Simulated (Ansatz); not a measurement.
**SnSiH3F3 (SMILES [F][Sn]([F])([F])[SiH3]) at HF/STO-3G**

What is the vertical singlet–triplet gap of SnSiH3F3 at HF/STO-3G? 

Program for the calculation: Ansatz 0.2.0.

35 further runs of the same task are left out: 35 set aside as unsound or not needed. Runs told in other sessions of the task aren't counted.

### Step 1. Starting point

SnSiH3F3 has 8 atoms, charge 0, and is taken as a singlet. SMILES: `[F][Sn]([F])([F])[SiH3]`. The shape is that of a PBE0-D4/def2-TZVP optimisation.

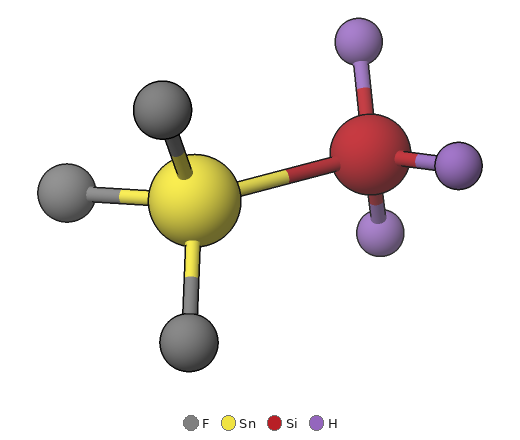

The structure, seen from a chosen angle (fluorine grey, tin yellow, silicon red, hydrogen purple).

### Step 2. A single-point energy at HF/STO-3G

File input.yaml:

```yaml
crystal:
  periodic: [false, false, false]
  atoms:
    - {symbol: F, position_ang: [0.165300, -2.193800, 1.388300]}
    - {symbol: Sn, position_ang: [0.794500, -0.774800, 0.288000]}
    - {symbol: F, position_ang: [2.267700, -0.076200, 1.269200]}
    - {symbol: F, position_ang: [1.622500, -1.679600, -1.166800]}
    - {symbol: Si, position_ang: [-0.973200, 0.954100, -0.377000]}
    - {symbol: H, position_ang: [-1.479100, 1.542100, 0.882900]}
    - {symbol: H, position_ang: [-0.282200, 1.951000, -1.224200]}
    - {symbol: H, position_ang: [-2.023600, 0.220100, -1.116300]}
basis:
  gaussian: {orbitals: STO-3G}
hamiltonian: {xc: hf}
accuracy: high
output: {orbitals: {seedname: orbitals}}
```

Started as:

```console
$ ansatz run input.yaml --threads 1 --pin off --max-ram 2610MiB --events-out events.jsonl --progress --plain --runs-dir runs
```

The log of the run:

```text
Warning: RAYON_NUM_THREADS=1 ignored (pool sized by the plan → 1); use --threads N
Functional definition: HF
  name "HF"
  exchange = exact_x
  correlation = 0
1087 factors; integrals over basis functions are off by at most 5.2e-9 eV
mean field evaluation 1: about -178087.9781 eV, gradient 2.7e1 eV
mean field evaluation 2: about -178088.0848 eV, gradient 2.8e1 eV
mean field evaluation 4: about -178092.8854 eV, gradient 2.1e0 eV
mean field evaluation 8: about -178092.9136 eV, gradient 5.7e-5 eV
mean field -178092.91355334 eV, -6544.7938573728 hartree, gradient 1.7e-8 eV, S^2 0.000000; 0 other end points of the search recorded, 0 dependent functions left out
reference -178092.91355334 eV, -6544.7938573728 hartree; 47, 47 occupied and 7, 7 virtual orbitals, 1087 factors
Total energy: -178092.91355334 eV, -6544.7938573728 hartree
```

It took 1.4 s on 1 thread of Arm Neoverse V2, shared host; peak memory 0.15 GiB.

### Step 3. The triplet at the same level

File molecule.yaml:

```yaml
crystal:
  periodic: [false, false, false]
  atoms:
    - {symbol: F, position_ang: [0.165300, -2.193800, 1.388300]}
    - {symbol: Sn, position_ang: [0.794500, -0.774800, 0.288000]}
    - {symbol: F, position_ang: [2.267700, -0.076200, 1.269200]}
    - {symbol: F, position_ang: [1.622500, -1.679600, -1.166800]}
    - {symbol: Si, position_ang: [-0.973200, 0.954100, -0.377000]}
    - {symbol: H, position_ang: [-1.479100, 1.542100, 0.882900]}
    - {symbol: H, position_ang: [-0.282200, 1.951000, -1.224200]}
    - {symbol: H, position_ang: [-2.023600, 0.220100, -1.116300]}
basis:
  gaussian: {orbitals: STO-3G}
magnetization: {spin_polarized: true, initial_magnetization: 2}
accuracy: high
hamiltonian: {xc: hf}
output: {orbitals: {seedname: orbitals}}
```

Started as:

```console
$ ansatz run molecule.yaml --threads 1 --pin off --max-ram 2610MiB --events-out events.jsonl --progress --plain --runs-dir runs
```

The log of the run:

```text
Warning: RAYON_NUM_THREADS=1 ignored (pool sized by the plan → 1); use --threads N
Functional definition: HF
  name "HF"
  exchange = exact_x
  correlation = 0
1087 factors; integrals over basis functions are off by at most 5.2e-9 eV
mean field evaluation 1: about -178077.8213 eV, gradient 2.1e1 eV
mean field evaluation 2: about -178078.1167 eV, gradient 2.1e1 eV
mean field evaluation 4: about -178084.5725 eV, gradient 2.7e0 eV
mean field evaluation 8: about -178084.8462 eV, gradient 1.5e-1 eV
mean field evaluation 16: about -178084.8393 eV, gradient 2.8e-8 eV
mean field evaluation 32: about -178086.3754 eV, gradient 1.6e-7 eV
mean field evaluation 64: about -178086.0263 eV, gradient 1.2e0 eV
mean field evaluation 96: about -178085.8708 eV, gradient 1.3e0 eV
mean field evaluation 128: about -178085.3728 eV, gradient 2.1e0 eV
mean field evaluation 160: about -178084.0945 eV, gradient 4.4e0 eV
mean field evaluation 192: about -178083.5663 eV, gradient 4.6e0 eV
mean field evaluation 224: about -178081.9896 eV, gradient 4.6e0 eV
mean field evaluation 256: about -178086.3054 eV, gradient 5.2e-2 eV
mean field evaluation 288: about -178085.2899 eV, gradient 1.1e-1 eV
mean field evaluation 320: about -178084.5646 eV, gradient 4.6e-1 eV
mean field -178086.37535562 eV, -6544.5535830382 hartree, gradient 2.3e-8 eV, S^2 2.006624; 4 other end points of the search recorded, 0 dependent functions left out
reference -178086.37535562 eV, -6544.5535830382 hartree; 48, 46 occupied and 6, 8 virtual orbitals, 1087 factors
Total energy: -178086.37535562 eV, -6544.5535830382 hartree
```

Wall time 14 s (1 thread of Arm Neoverse V2, shared host); peak memory 0.24 GiB.

### Step 4. What came out

Level: HF/STO-3G.

| quantity | value |
| --- | --- |
| singlet: total energy | -6544.79386 Eh |
| singlet: HOMO energy | -8.11 eV |
| singlet: LUMO energy | 8.65 eV |
| singlet: HOMO–LUMO gap | 16.75 eV |
| triplet: total energy | -6544.55358 Eh |
| triplet: HOMO energy (highest over α and β) | -0.54 eV |
| triplet: LUMO energy (lowest over α and β) | 4.92 eV |
| triplet: ⟨S²⟩ | 2.007 |
| vertical energy of the triplet above the singlet | 6.538 eV |

**Reading.** At this shape the triplet lies 6.54 eV (631 kJ/mol) above the singlet. In a minimal basis such a difference can be off by several eV, whatever the method. Relativity is left out (singlet) although the molecule holds a heavy atom. Relativity is left out (triplet) although the molecule holds a heavy atom.
